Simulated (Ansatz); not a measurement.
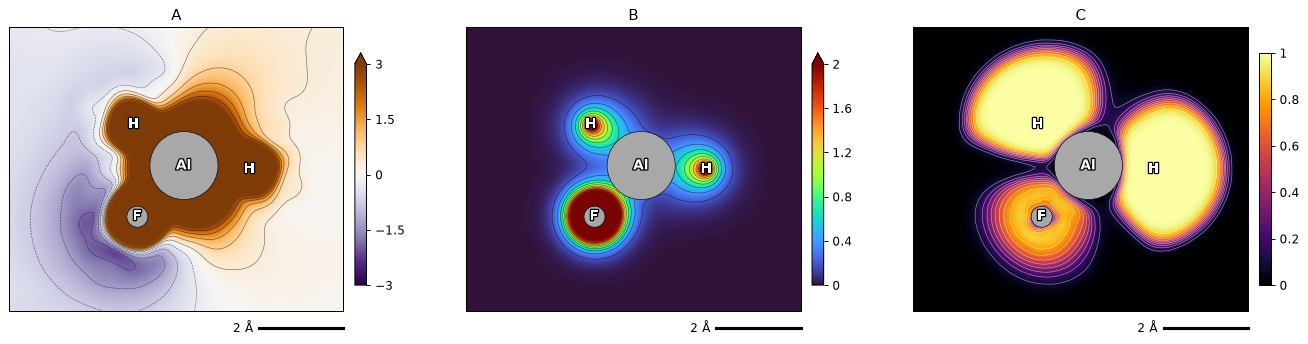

AlFH₂: 3 fields on the molecular plane, with unlabelled colour scales. Grey discs cover the atomic cores.

Not at a stationary point (largest force 1.7 eV/Å).

Theory: RHF/def2-TZVP (Ansatz).

**Match the panels to the quantities (electron density, electron localisation function and electrostatic potential).**

Panel A: electrostatic potential (strongly positive close to the atoms, with negative regions outside electron-rich atoms). Panel B: electron density. Panel C: electron localisation function. From the grid: Al–F (1.65 Å): ρ is about 0.93 e/Å³ halfway; the ELF peaks at about 0.85 in the valence shell of F, 0.5 Å from its nucleus, and is about 0.35 at the midpoint. Al–H (1.54 Å): the density is about 0.59 e/Å³ at the midpoint; the ELF climbs to about 1 towards the hydrogen.
